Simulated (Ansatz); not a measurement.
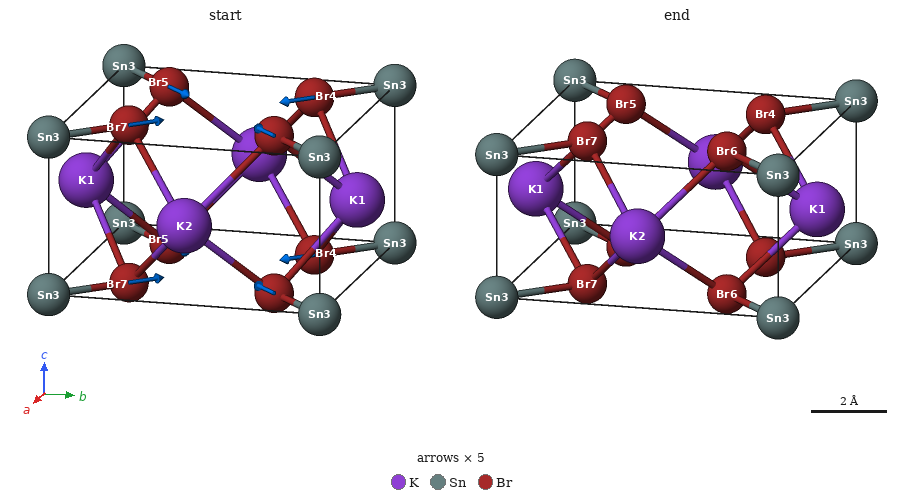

The structure of crystalline K$_{2}$SnBr$_{4}$ (built on the K2PdCl4-123 type type) before (left) and after (right) a relaxation, at one scale. The blue arrows give the displacements (the part carried along by the change of the cell is left out), 5 times their true length.

The picture is a ball-and-stick view of the cell of the calculation, seen slightly off an axis.

Computed with Ansatz 0.2.0, DFT, PBEsol, plane waves, PAW.

Input
```yaml
crystal:
  lattice:
    - [7.5713982, 0.0, 0.0]
    - [0.0, 7.5713982, 0.0]
    - [0.0, 0.0, 4.39453307]
  atoms:
    - { symbol: K, position: [0.5, 0.0, 0.5] }
    - { symbol: K, position: [0.0, 0.5, 0.5] }
    - { symbol: Sn, position: [0.0, 0.0, 0.0] }
    - { symbol: Br, position: [0.23222437, 0.76777563, 0.0] }
    - { symbol: Br, position: [0.23222437, 0.23222437, 0.0] }
    - { symbol: Br, position: [0.76777563, 0.76777563, 0.0] }
    - { symbol: Br, position: [0.76777563, 0.23222437, 0.0] }
kpoints:
  mp_grid: { grid: [4, 4, 6] }
hamiltonian:
  xc: pbesol
scf:
  occupations: { method: fermi_dirac, width: 0.03 }
relax:
  f_tol: 0.01
  cell: {}
  max_steps: 120
```

Command:
```bash
ansatz run input.yaml --threads 4 --pin off --max-ram 4608MiB --backend cpu --events-out ev --progress --plain --runs-dir out
```

Describe what moved and what it gained.

Over 5 accepted moves (6 points after the start) the energy falls by 251 meV per atom. The largest force component goes from 2.1 to 0.0073 eV/Å. Pressure: 5.24 GPa at the start and −0.01 GPa at the end. The SCF was repeated once at an unchanged geometry on a basis and grid sized afresh for the cell, which shifted the energy by less than 0.05 meV per atom at most. The largest moves relative to the cell, 0.22 Å, are those of Br4, Br5, Br6 and Br7. Br5 goes along [1 1 0]. Sn and K stay in place. The volume changes by −2.3 %, with a = b 7.571 → 7.861 Å (+3.8 %), c 4.395 → 3.983 Å (−9.4 %). Among the contacts that change: Sn3–Br4 2.487 → 2.802 Å, K1–Br4 3.468 → 3.419 Å. Bond angles that change, for instance: K1–Br6–K2 101.0° → 108.7°, K1–Br6–K1 78.6° → 71.2°, K1–Br6–K2 173.7° → 179.2°. The space group stays P4/mmm (No. 123).
